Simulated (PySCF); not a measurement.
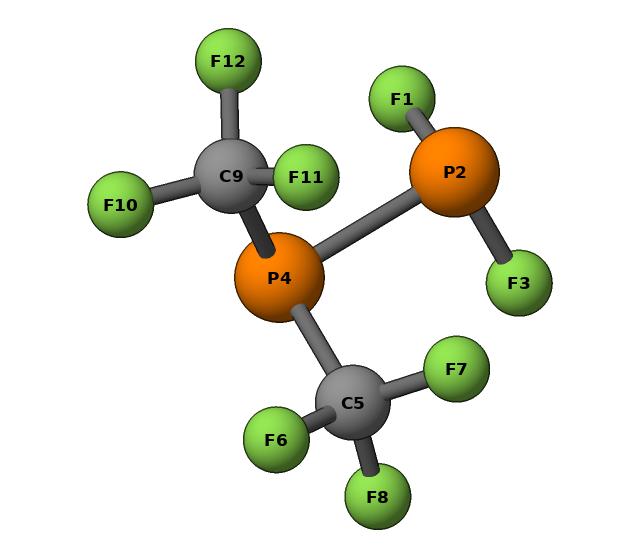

The geometry was computed by an optimisation with PBE0-D3(BJ)/def2-SVP. No frequency run is at hand to confirm it as a minimum. Method: GIAO B97-2/pcSseg-2 NMR shielding, non-relativistic, gas phase (PySCF 2.14.0). Principal shieldings σ11 ≤ σ22 ≤ σ33, span Ω = σ33 − σ11, skew κ = 3(σiso − σ22)/Ω.

**Which P atom has the most anisotropic shielding?**

P2, with a span of 327 ppm.

Give the shielding tensors of the P atoms.

```json
{"atom": "P2", "σ11": "−74.3", "σ22": "−38.4", "σ33": "252.5", "σiso": "46.6", "Ω": "326.8", "κ": "0.78"}
{"atom": "P4", "σ11": "272.5", "σ22": "291.0", "σ33": "341.6", "σiso": "301.7", "Ω": "69.1", "κ": "0.46"}
```

Shieldings and span in ppm.
